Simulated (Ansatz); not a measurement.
# BH3F− (SMILES [H][B-]([H])([H])F) at RPA@PBE/STO-3G

Aim: the energy change on altering one bond length of BH3F− at RPA@PBE/STO-3G, from 2 runs. 

Program for the calculation: Ansatz 0.2.0.

3 further runs of the same task are left out: 2 that didn't finish, 1 set aside as unsound or not needed.

**1. Starting point**

The species is BH3F− (5 atoms), meant as a singlet with charge -1. As SMILES, `[H][B-]([H])([H])F`. Geometry: relaxed at GFN2-xTB.

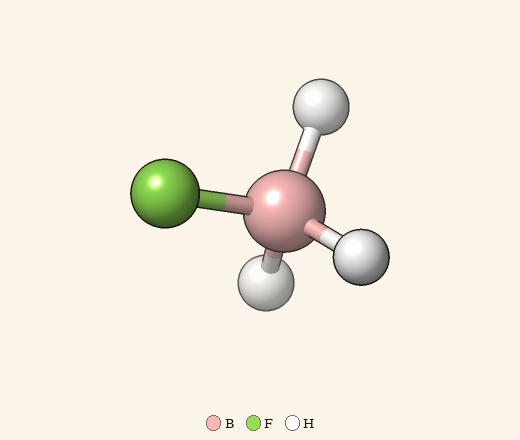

The structure, seen from a chosen angle (boron pink, fluorine green, hydrogen white).

**2. A single-point energy at RPA@PBE/STO-3G**

Contents of run.yaml:

```yaml
crystal:
  periodic: [false, false, false]
  atoms:
    - {symbol: B, position_ang: [-0.000350, 0.000360, -0.057130]}
    - {symbol: F, position_ang: [0.012500, -0.020940, 1.389230]}
    - {symbol: H, position_ang: [1.160070, 0.011720, -0.454270]}
    - {symbol: H, position_ang: [-0.590550, 1.012650, -0.424140]}
    - {symbol: H, position_ang: [-0.581670, -1.003790, -0.453700]}
basis:
  gaussian: {orbitals: STO-3G}
total_charge: -1
hamiltonian: {xc: {name: PBE}}
correlation: {method: rpa, frozen_orbitals: {B: 1, F: 1, H: 0}}
accuracy: high
```

On the command line:

```bash
$ ansatz run run.yaml --threads 1 --pin off --max-ram 2610MiB --events-out events.jsonl --progress --plain --runs-dir runs
```

The program printed:

```text
Warning: RAYON_NUM_THREADS=1 ignored (pool sized by the plan → 1); use --threads N
Functional definition: PBE
  name "PBE"
  parameter kappa = 0.804
  parameter beta = 0.06672455060314922
  exchange = pbe_x(kappa = kappa, mu = beta*pi^2/3)
  correlation = pbe_c(beta = beta)
207 factors; integrals over basis functions are off by at most 2.4e-8 eV
mean field evaluation 1: about -3383.9524 eV, gradient 3.5e1 eV
mean field evaluation 2: about -3383.8993 eV, gradient 3.5e1 eV
mean field evaluation 4: about -3387.5668 eV, gradient 2.3e0 eV
mean field evaluation 8: about -3387.5791 eV, gradient 1.3e-2 eV
mean field evaluation 16: about -3387.5791 eV, gradient 1.2e-8 eV
mean field -3387.57908365 eV, -124.4912351406 hartree, gradient 1.2e-8 eV, S^2 0.000000; 0 other end points of the search recorded, 0 dependent functions left out
2 core orbitals not correlated: weight in the atoms' cores, before any rotation towards them, 1.000 or more for the frozen orbitals, at most 0.000 for the correlated occupied ones
reference -3375.13380319 eV, -124.0338795194 hartree; 7, 7 occupied and 4, 4 virtual orbitals, 207 factors
Total energy: -3378.71734440 eV, -124.1655722300 hartree
```

It took 1 s on 1 thread of Arm Neoverse V1, shared host.

**3. The distorted shape at the same level**

Contents of in.yaml:

```yaml
crystal:
  periodic: [false, false, false]
  atoms:
    - symbol: B
      position_ang: [0.144968, 0.251377, 0.042004]
    - symbol: F
      position_ang: [0.157818, 0.230077, 1.488364]
    - symbol: H
      position_ang: [1.305388, 0.262737, -0.355136]
    - symbol: H
      position_ang: [-0.445232, 1.263667, -0.325006]
    - symbol: H
      position_ang: [-0.581670, -1.003790, -0.453700]
basis:
  gaussian: {orbitals: STO-3G}
correlation: {method: rpa, frozen_orbitals: {B: 1, F: 1, H: 0}}
accuracy: high
total_charge: -1
hamiltonian: {xc: pbe}
```

On the command line:

```bash
$ ansatz run in.yaml --threads 1 --pin off --max-ram 2610MiB --events-out events.jsonl --progress --plain --runs-dir runs
```

The program printed, shortened:

```text
Warning: RAYON_NUM_THREADS=1 ignored (pool sized by the plan → 1); use --threads N
[... 6 set-up lines as earlier in the session ...]
207 factors; integrals over basis functions are off by at most 1.1e-8 eV
mean field evaluation 1: about -3379.1882 eV, gradient 5.2e1 eV
mean field evaluation 2: about -3379.1281 eV, gradient 5.2e1 eV
mean field evaluation 4: about -3386.8270 eV, gradient 3.9e0 eV
mean field evaluation 8: about -3386.8782 eV, gradient 1.3e-1 eV
mean field evaluation 16: about -3386.8782 eV, gradient 3.4e-7 eV
mean field -3386.87824116 eV, -124.4654796541 hartree, gradient 4.3e-8 eV, S^2 0.000000; 0 other end points of the search recorded, 0 dependent functions left out
2 core orbitals not correlated: weight in the atoms' cores, before any rotation towards them, 1.000 or more for the frozen orbitals, at most 0.000 for the correlated occupied ones
reference -3373.96382120 eV, -123.9908834743 hartree; 7, 7 occupied and 4, 4 virtual orbitals, 207 factors
Total energy: -3377.98327440 eV, -124.1385956549 hartree
```

It took 1 s on 1 thread of Arm Neoverse V1, shared host.

**4. Summary of results**

Level: RPA@PBE/STO-3G, 2 core orbitals frozen.

```
                                                         quantity          value
                                        first shape: total energy  -124.16557 Eh
                    first shape: RPA correlation energy (valence)     -131.7 mEh
                                    distorted shape: total energy  -124.13860 Eh
                distorted shape: RPA correlation energy (valence)     -147.7 mEh
energy change with the B1–H5 bond stretched from 1.226 to 1.533 Å       0.734 eV
```

**Reading.** With the B1–H5 bond stretched from 1.226 to 1.533 Å the energy rises by 0.73 eV (16.9 kcal/mol). The first shape isn't relaxed at this level, so the change isn't measured from a minimum. The minimal basis adds a large error of its own.
